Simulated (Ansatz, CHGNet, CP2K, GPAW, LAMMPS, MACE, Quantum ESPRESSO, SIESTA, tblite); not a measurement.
**tblite runs on glassy 63SiO2-14B2O3-11Na2O-11CaO (mol %) (111 atoms)**

How do the settings of tblite change the result for glassy 63SiO2-14B2O3-11Na2O-11CaO (mol %) (111 atoms)? A plane-wave run serves as the yardstick.

Program: tblite 0.8.0. Level of theory: the method is named at each step. Results are calculated unless marked as measured.

## Step 1: Starting point

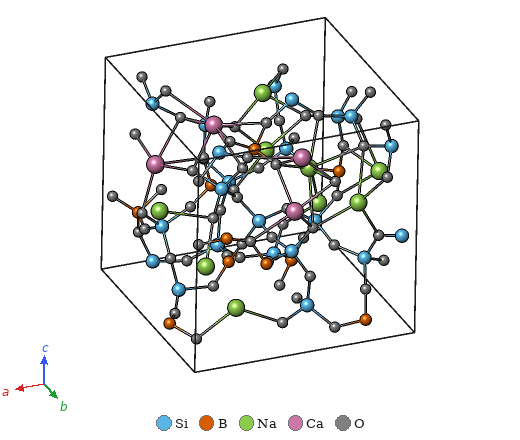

The starting structure, seen from a free direction (silicon blue, boron orange, sodium green, calcium pink, oxygen grey). Some periodic images of atoms are drawn too.

The cell holds 111 atoms: 22 Si, 10 B, 8 Na, 4 Ca and 67 O. Cell: a = 11.245 Å, b = 11.245 Å, c = 11.245 Å, α = 90.0°, β = 90.0°, γ = 90.0°. 111 atoms (22 Si, 10 B, 8 Na, 4 Ca, 67 O) placed at random at 2.33 g/cm³, melted at 3000 K for 20 ps at fixed volume with the Buckingham and Coulomb pair potential of Guillot and Sator (Geochim. Cosmochim. Acta 71, 1249 (2007)) with the boron terms of Wang et al. (J. Non-Cryst. Solids 498, 294 (2018)). Quenched from 3000 K to 300 K at 30 K/ps and fixed volume, held 10 ps at zero pressure.

The yardstick, on the same geometry:

- method: Kohn-Sham DFT, PBE, PAW, plane waves (Ansatz 0.2.0); cutoff 420 eV, Γ point, fermi-dirac smearing of 0.05 eV; PAW set soft_2
- r.m.s. force component: 1.143 eV/Å
- longest force: 6.146 eV/Å
- pressure: -1.458 GPa
- gap (highest filled to lowest empty level): 2.191 eV
- SCF cycles: 11
- time: 26 s on 8 threads of Arm Neoverse N1, shared host
- CPU time: 3.2 min

## Step 2: IPEA1-xTB

Method: IPEA1-xTB tight binding, diagonalisation.

Contents of run.py:

```python
import numpy as np
from ase.io import read
from tblite.ase import TBLite

atoms = read("structure.xyz")
atoms.calc = TBLite(method="IPEA1-xTB", electronic_temperature=580, accuracy=1.0, max_iterations=250, mixer_damping=0.4, verbosity=1)
energy = atoms.get_potential_energy()
forces = atoms.get_forces()
print(f"energy {energy:.6f} eV")
print("forces (eV/A)")
for i, (a, f) in enumerate(zip(atoms, forces)):
    print(f"{i:4d} {a.symbol:2s} {f[0]:10.5f} {f[1]:10.5f} {f[2]:10.5f}")
stress = -atoms.get_stress(voigt=False) * 160.21766
print("stress (GPa, compression positive)")
for row in stress:
    print(" ".join(f"{x:10.4f}" for x in row))
print("charges (e)")
print(np.array2string(atoms.get_charges(), precision=4, suppress_small=True, max_line_width=110, threshold=100000))
```

Contents of structure.xyz:

```xyz
111
Lattice="11.24538 0.00000 0.00000 0.00000 11.24538 0.00000 0.00000 0.00000 11.24538" Properties=species:S:1:pos:R:3 pbc="T T T"
Si 1.18976 4.46003 8.39018
Si 6.16247 1.98593 1.28681
Si 9.72174 3.55838 3.71457
Si 3.18379 1.79443 0.18600
Si 9.29296 9.16060 10.29143
Si 7.94621 6.41875 6.77568
Si 5.49056 1.64138 4.34600
Si 9.45523 5.07583 1.04357
Si 1.44649 8.50814 2.91120
Si 4.57811 6.76387 11.05072
Si 7.30466 2.89152 8.33103
Si 0.81450 9.97994 9.44612
Si 5.81634 6.01853 4.47173
Si 2.85048 5.81139 3.82422
Si 0.43553 10.54367 4.88342
Si 5.53419 9.27463 4.40065
Si 8.85360 0.55698 0.23593
Si 4.74915 9.43825 1.46741
Si 10.04347 2.88894 9.96734
Si 2.59712 1.66465 5.58198
Si 1.69310 7.16556 9.81024
Si 2.84441 0.71869 8.49251
B 2.25200 10.63498 0.81383
B 0.99758 4.27516 5.35168
B 11.00642 7.64259 0.79471
B 7.61863 11.13360 5.03276
B 7.18917 3.43850 5.36675
B 6.81819 4.82798 1.91543
B 6.90882 7.85130 9.38213
B 3.47966 4.55325 1.23868
B 9.65630 11.06129 6.71732
B 9.72995 0.71667 3.07988
Na 8.30966 9.24438 1.90114
Na 4.25953 8.22375 8.06946
Na 4.62511 3.42051 9.77763
Na 0.03644 6.81065 6.41987
Na 1.15917 2.25110 2.71655
Na 2.33319 9.68733 6.58473
Na 4.67515 4.01606 7.02668
Na 9.68137 8.74013 4.10917
Ca 8.04090 5.56781 9.76864
Ca 6.06531 10.76374 7.34121
Ca 10.01289 3.30873 6.94222
Ca 5.85401 11.03712 10.28053
O 3.03232 4.91536 2.51390
O 4.69753 9.60299 3.07010
O 4.62894 9.67766 5.67329
O 1.48529 11.09278 8.45833
O 7.49988 1.47742 0.46095
O 9.85478 3.99267 11.14856
O 4.07353 10.90791 8.62948
O 1.57042 5.42196 4.72891
O 10.76498 0.05353 3.80600
O 6.47891 0.86848 5.37226
O 7.02072 9.97105 4.47341
O 3.89495 1.43750 4.68876
[... 51 atom lines left out ...]
O 8.36668 10.91758 6.25603
O 5.84254 7.63876 4.40245
O 5.95690 6.98012 10.17943
O 10.51162 9.59163 9.21154
```

The run is started by

```
OMP_NUM_THREADS=1 python run.py > output.txt
```

The program printed:

```text
------------------------------------------------------------
  cycle        total energy    energy error   density error
------------------------------------------------------------
      1     -382.5108114749  -3.8408288E+02   7.9652081E-01
      2     -388.8639308198  -6.3531193E+00   4.5814022E-01
      3     -387.3430243331   1.5209065E+00   3.0314399E-01
      4     -391.2913168527  -3.9482925E+00   4.3585243E-02
      5     -391.4492905841  -1.5797373E-01   1.1215901E-02
      6     -391.4582990819  -9.0084978E-03   3.7541622E-03
      7     -391.4592476380  -9.4855606E-04   1.8043712E-03
      8     -391.4594271505  -1.7951248E-04   6.8117329E-04
      9     -391.4594388929  -1.1742397E-05   3.4542267E-04
     10     -391.4594431210  -4.2281499E-06   8.7604443E-05
     11     -391.4594438585  -7.3745127E-07   2.7579365E-05
     12     -391.4594438909  -3.2445769E-08   1.2947258E-05
------------------------------------------------------------
 total:                                  13.420 sec
energy -10652.154041 eV
forces (eV/A)
   0 Si    2.99977   -0.12090   -0.86132
   1 Si   -0.23718   -0.10620   -1.25361
   2 Si    0.63468   -0.10000    1.66957
   3 Si    0.45904    1.16720   -0.25312
   4 Si   -0.60306   -1.05217    0.20765
   5 Si    3.11036    2.52805   -0.37337
   6 Si    0.24067    0.55660    0.23105
   7 Si    0.39365    1.93654   -0.77940
   8 Si    0.27232    1.33679   -2.79984
   9 Si    2.01800    0.97998   -0.42567
  10 Si   -5.69498    0.76831   -0.19634
  11 Si    1.43647    0.09824    0.00044
  12 Si    1.82399    0.27353    0.81788
  13 Si   -0.74692    1.11174    0.00612
  14 Si   -0.84234    1.09417    0.92307
  15 Si   -0.69529   -0.10899    2.64643
  16 Si    0.66310    0.30623    1.55733
  17 Si    1.87927    0.89897   -1.74292
  18 Si    0.17794    1.14848   -1.70053
  19 Si   -1.90498    0.82499   -0.82789
  20 Si   -1.24661    1.20994   -0.01013
  21 Si    2.36604   -0.94742   -0.04842
  22 B     0.33873   -1.79936   -0.25353
  23 B    -0.39214   -1.68949    0.68282
[...]
103 O    -0.94387    0.86919    2.28195
 104 O    -1.58230   -2.44661   -1.75267
 105 O    -0.16321   -0.44042    0.28819
 106 O     0.36745   -0.49729   -0.16973
 107 O    -0.66060   -0.76976    0.75080
 108 O    -0.12314    0.41482   -0.47238
 109 O    -0.37708   -0.72595    0.52626
 110 O    -0.68589    0.01015    0.57163
stress (GPa, compression positive)
   -9.4734    -1.6677     1.5772
   -1.6677    -7.2530    -0.2742
    1.5772    -0.2742    -9.0368
charges (e)
[ 0.3659  0.4614  0.4062  0.4536  0.4594  0.2874  0.4612  0.4206  0.4358  0.4365  0.3541  0.4438  0.4314
  0.4477  0.4156  0.3435  0.4654  0.3661  0.4521  0.4397  0.4234  0.4144  0.2237  0.2225  0.2136  0.2099
  0.2386  0.2425  0.1912  0.2404  0.2056  0.2297  0.2247  0.2963  0.2307  0.2967  0.2549  0.3014  0.2665
  0.2461  0.7734  0.7053  0.7731  0.7074 -0.2038 -0.2068 -0.355  -0.2156 -0.1761 -0.1889 -0.3221 -0.24
 -0.2496 -0.2314 -0.2632 -0.1964 -0.197  -0.2167 -0.2626 -0.3808 -0.3915 -0.1898 -0.257  -0.2484 -0.1984
 -0.2245 -0.2474 -0.255  -0.21   -0.247  -0.2497 -0.4234 -0.2119 -0.3644 -0.2358 -0.2118 -0.2185 -0.2164
 -0.3144 -0.2451 -0.2262 -0.2081 -0.1792 -0.2568 -0.2708 -0.2047 -0.2179 -0.2005 -0.365  -0.2391 -0.3389
 -0.1993 -0.1861 -0.2412 -0.2511 -0.2113 -0.2157 -0.1878 -0.2054 -0.2356 -0.2069 -0.3608 -0.1886 -0.2767
 -0.3623 -0.2578 -0.2024 -0.2536 -0.2253 -0.2335 -0.2045]
```

The job ended after 14 s (1 thread of Arm Neoverse N1, shared host; peak memory 0.15 GiB).

Banners, paths, timers and routine set-up lines are dropped from the logs unmarked, and long logs keep their key lines alone; longer cuts are marked.

Compared with the plane-wave run:

| Property | Result |
| --- | --- |
| r.m.s. force component | 1.03 eV/Å |
| r.m.s. difference of force components | 633.8 meV/Å |
| longest difference of force vectors | 2592 meV/Å |
| force difference over r.m.s. force | 55.43 % |
| slope of forces against the reference's | 0.7523 |
| correlation of force components | 0.8349 |
| pressure | -8.588 GPa |
| pressure difference | -7.13 GPa |

Length of the force difference by element (eV/Å):

```csv
element,atoms,mean,most
B,10,1.2,1.8
Ca,4,1.0,1.4
Na,8,0.93,1.4
O,67,0.76,1.6
Si,22,1.5,2.6
```

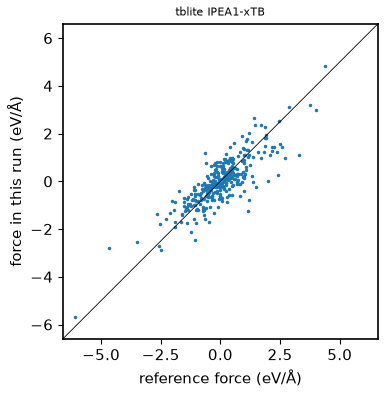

Force components against those of the reference; the line marks equality.

Local excerpt of 9 atoms (numbers count through the whole input) about O94, picked at random; x, y, z are measured from there.

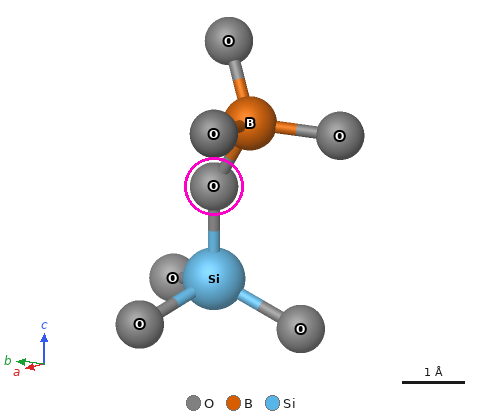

The atoms of the table, within 2.7 Å (arrows a, b, c point along x, y, z); some may hide others; the central atom is ringed.

```csv
atom,x,y,z,distance (Å),Mulliken charge (e),Fx,Fy,Fz (eV/Å)
O94,0.00,0.00,0.00,0.00,-0.24,0.10,-1.19,-0.51
B25,-1.17,0.02,0.87,1.45,0.21,-0.53,0.55,-0.21
Si21,0.76,-0.45,-1.36,1.63,0.42,-1.25,1.21,-0.01
O100,-1.96,-1.20,0.65,2.39,-0.24,-0.17,-0.08,0.78
O85,-0.78,0.18,2.26,2.40,-0.27,-0.32,0.41,0.13
O59,-2.03,1.22,0.47,2.41,-0.26,-0.17,-1.58,0.44
O64,0.71,0.97,-2.25,2.55,-0.25,0.14,-0.28,-0.37
O101,2.36,-0.64,-1.10,2.68,-0.21,-0.33,-0.20,-0.10
O58,-0.03,-1.62,-2.20,2.73,-0.22,0.65,0.81,0.48
```

Atoms are counted from 1 here, from 0 in the log.

Forces lie 55 % from the reference's, at 0.075 times its CPU time (on 1 against 8 cores).

## Step 3: GFN1-xTB

Method: GFN1-xTB tight binding, diagonalisation.

Changes to run.py since step 2:

```diff
@@ -5,3 +5,3 @@
 atoms = read("structure.xyz")
-atoms.calc = TBLite(method="IPEA1-xTB", electronic_temperature=580, accuracy=1.0, max_iterations=250, mixer_damping=0.4, verbosity=1)
+atoms.calc = TBLite(method="GFN1-xTB", electronic_temperature=580, accuracy=1.0, max_iterations=250, mixer_damping=0.4, verbosity=1)
 energy = atoms.get_potential_energy()
```

structure.xyz is that of step 2.

The program printed:

```text
------------------------------------------------------------
  cycle        total energy    energy error   density error
------------------------------------------------------------
      1     -349.5096446883  -3.5096181E+02   1.0301973E+00
      2     -330.2021263226   1.9307518E+01   1.0188521E+00
      3     -370.5563794499  -4.0354253E+01   5.1860543E-01
[... lines left out ...]
stress (GPa, compression positive)
    1.1322    -1.5114     1.2133
   -1.5114     2.5181    -0.0131
    1.2133    -0.0131     1.2101
charges (e)
[ 0.4534  0.5253  0.4719  0.5157  0.5198  0.4212  0.5146  0.4771  0.487   0.4921  0.4699  0.5236  0.4934
  0.4931  0.4933  0.4574  0.5369  0.4604  0.5217  0.4936  0.4918  0.5093  0.7089  0.7042  0.7038  0.7041
  0.7232  0.7028  0.7046  0.7025  0.6827  0.706   0.1667  0.1634  0.1139  0.1685  0.2009  0.1853  0.1629
  0.2005  0.6478  0.5859  0.6358  0.6155 -0.3178 -0.2391 -0.3929 -0.2543 -0.2439 -0.2524 -0.3568 -0.3417
 -0.3407 -0.3404 -0.3481 -0.2331 -0.2617 -0.2628 -0.3766 -0.4143 -0.4442 -0.2362 -0.3492 -0.3023 -0.3162
 -0.2654 -0.3531 -0.3456 -0.3349 -0.3402 -0.3537 -0.46   -0.2751 -0.4444 -0.339  -0.3135 -0.3148 -0.3376
 -0.3551 -0.3626 -0.3275 -0.3308 -0.2292 -0.362  -0.3722 -0.256  -0.3355 -0.2365 -0.5925 -0.3689 -0.3677
 -0.2313 -0.2312 -0.3484 -0.348  -0.253  -0.2468 -0.2323 -0.2463 -0.3502 -0.2411 -0.4254 -0.2269 -0.3605
 -0.5101 -0.366  -0.2541 -0.4118 -0.2552 -0.3286 -0.2469]
```

Wall time 11 s (1 thread); peak memory 0.13 GiB.

Compared with the plane-wave run:

- r.m.s. force component: 0.9939 eV/Å
- r.m.s. difference of force components: 503.5 meV/Å
- longest difference of force vectors: 2031 meV/Å
- force difference over r.m.s. force: 44.03 %
- slope of forces against the reference's: 0.7809
- correlation of force components: 0.8983
- pressure: 1.62 GPa
- pressure difference: 3.078 GPa

Against the first run (55 %), the force difference from the reference is 44 %, at 0.77 times the CPU time.

## Step 4: The ladder

Differences are against the plane-wave reference, forces as r.m.s. over components; share is that over the reference's r.m.s. force, slope the least-squares factor from reference forces to these. Total energies of different programs have different zeros and aren't compared.

```csv
run,"Δ force, r.m.s. (meV/Å)",share (%),slope,Δ pressure (GPa),cores,CPU time,memory (GiB)
reference,-,-,-,-,8,3.2 min,2.1
tblite IPEA1-xTB,634,55.4,0.752,-7.13,1,14 s,0.15
tblite GFN1-xTB,503,44.0,0.781,3.08,1,11 s,0.13
```

CPU time is summed over cores on a shared host, where runs went side by side, so it is rough. Symmetry, cutoffs, thresholds, outputs and thread counts weren't matched or tuned between programs; memory under MPI is the largest rank's times the ranks.

Mean charges by element (e), by run and scheme:

```csv
run,scheme,Si,B,Na,Ca,O
reference,Löwdin,+1.71,+0.59,+0.82,+1.78,-0.75
tblite IPEA1-xTB,Mulliken,+0.42,+0.22,+0.26,+0.74,-0.25
tblite GFN1-xTB,Mulliken,+0.49,+0.70,+0.17,+0.62,-0.32
```

The reference's Löwdin charges lack the electrons that the projection spills, 0.065 e an atom on average.

## Step 5: Results

```yaml
nearest_in_forces: tblite GFN1-xTB, 44 %
its_cpu_time: 11 s
```

Tight binding differs by 44 % (tblite GFN1-xTB) to 55 % (tblite IPEA1-xTB); it is another model, with fitted parameters of its own, and the xTB methods hold dispersion. IPEA1-xTB was fitted to ionisation energies and electron affinities, not to forces or charges. Of the electronic-structure runs that take under half the reference's CPU time, tblite GFN1-xTB comes nearest, at 44 % in 11 s against 3.2 min; its pressure misses by +3.1 GPa. Charges hang on model, scheme and program or settings: among these rows the mean for Si runs from +0.42 to +1.71 e. Periodic xTB results under one method name differ between programs and library versions. The quench rate of 30 K/ps is many orders above laboratory rates, so the cell is likely richer in defects and strain than a real sample. The network of bonds at the start is that of the classical potential that made the cell, and needn't be the one that DFT or experiment would give. The electronic-structure runs sample only Γ, in a cell whose shortest periodic width is 11 Å.

[Also dropped from logs without a mark: logging warnings of Python, and SIESTA's first energy breakdown and zero terms.]

[Logs are printed without paths, hosts, clocks, repeated set-up lines and the standing remarks that a program may print on its own settings, such as how far it seeks lower states.]

[Hosts, paths, dates, database ids (printed as entryN), source tags and the programs' standing remarks are cut or masked in the printed files.]
